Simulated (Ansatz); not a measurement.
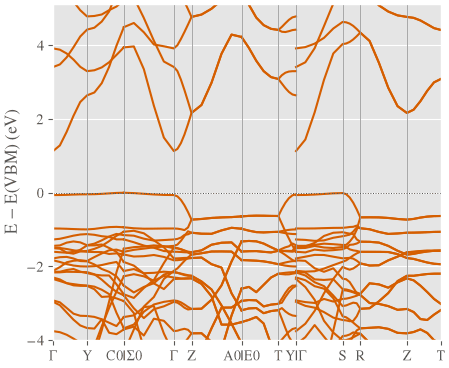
Figure. Band structure from DFT-r²SCAN in the program Ansatz with PAW potentials

Question: Read off the gap and where the band edges lie.

Answer: About 1.1 eV (1.13 eV by a search for the band edges); maximum at Σ0, minimum at Γ.

The material is Sb2O5 in space group Cmcm (No. 63; Sb on 8f, O on 4c, O on 8f, O on 8f).

The first step of the workflow began from a Materials Project structure, measured or hypothetical; the Crystallography Open Database copy checked does not list it. COD files the formula under space group No. 15, so this cell is another polymorph or a model. Its standing as an ambient phase is unchecked. Symmetry was held in the r²SCAN relaxation; whether a distortion lowers the energy is not shown. Scalar-relativistic: spin–orbit coupling is off unless named, which matters more the heavier the elements.

Potentials: the later of the program's two PAW sets.
